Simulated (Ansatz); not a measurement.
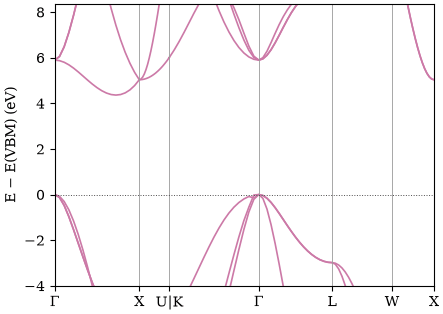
Figure. Band structure from r²SCAN (plane waves, PAW; program Ansatz)

### Question
Read off the gap and where the band edges lie.

### Answer
About 4.4 eV (4.36 eV by a search for the band edges); maximum at Γ, minimum on the Γ–X line, 72 % of the way from Γ.

### Question
Which compound is it?
(A) BeTe, zinc blende
(B) Cs2NaAlH6, Fm-3m (Cs on 8c, Na on 4b, Al on 4a, H on 24e)
(C) C, diamond
(D) Ba2MgMoO6, Fm-3m (Ba on 8c, Mg on 4b, Mo on 4a, O on 24e)

### Answer
C, C, diamond

Space group Fd-3m (diamond). The r²SCAN relaxation kept the symmetry of its start.

Potentials: the later of the program's two PAW sets.
